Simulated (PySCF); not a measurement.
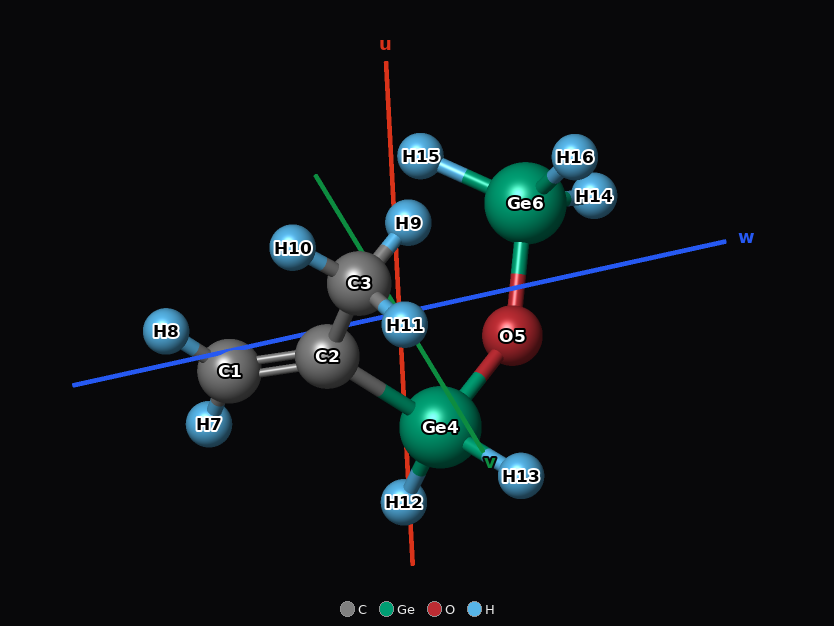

The lines u, v and w are the principal axes of the static dipole polarisability. Computed geometry: GFN2-xTB optimisation. No frequency run is at hand to confirm it as a minimum. Computed with B3LYP/def2-SVPD (PySCF 2.14.0).

Along which axis is the molecule most polarisable, and along which least?

Answer. Most along w (close to the long direction C1···Ge6), least along v.

Give the three principal values.

Answer. u 96.8, v 89.5, w 111.7 bohr³; mean 99.3, anisotropy 19.5 bohr³.

The geometry is semi-empirical. Around Ge such bond lengths and angles can be off by a tenth of an ångström or more and by several degrees, and values that hang on the shape move with them.
